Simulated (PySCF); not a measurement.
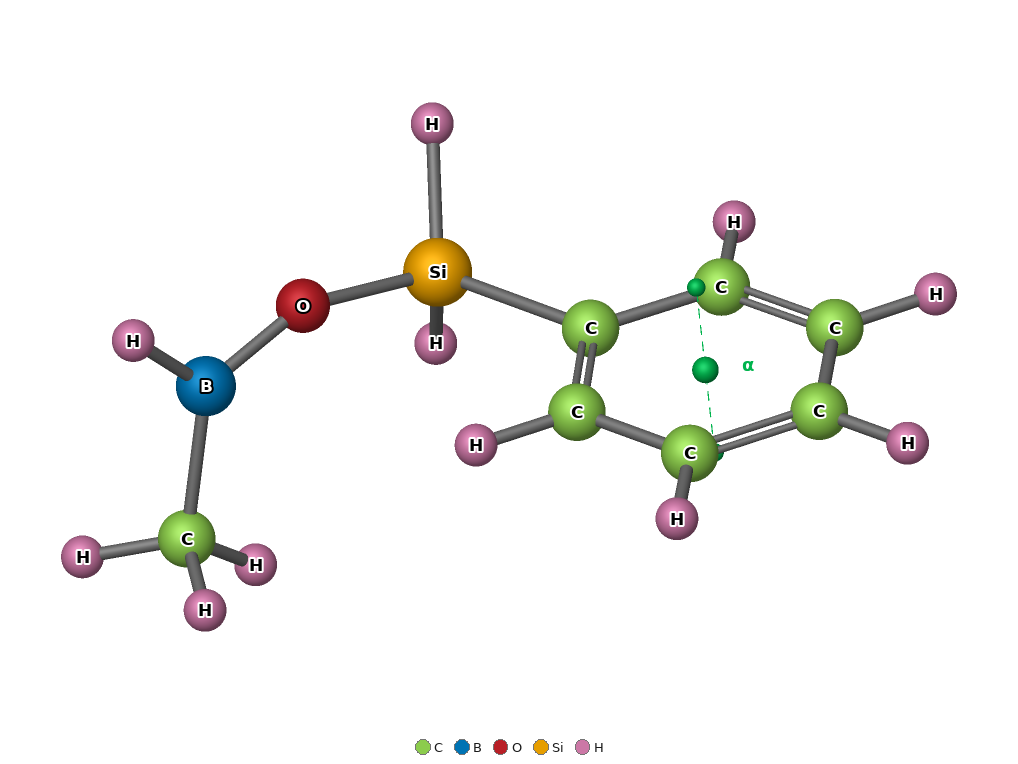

The small points mark where nucleus-independent chemical shifts (NICS) were computed: at the centre of each lettered ring and 1 Å above and below it. The computed structure is the end point of a GFN2-xTB optimisation. No frequency run is at hand to confirm it as a minimum. Level of theory: GIAO PBE0/pcSseg-1 NMR shielding, non-relativistic, gas phase (PySCF 2.14.0).

Give NICS(0), NICS(1) and the out-of-plane component NICS(1)zz for each ring (means of the two sides).

```csv
ring,members,NICS(0),NICS(1),NICS(1)zz
α,C6,−7.9,−11.3,−29.0
```

Values in ppm.

**What do the values say about the ring currents?**

Ring α: diatropic, as in an aromatic ring. NICS is one index among several.

The geometry is semi-empirical. Around B, Si such bond lengths and angles can be off by a tenth of an ångström or more and by several degrees, and values that hang on the shape move with them.
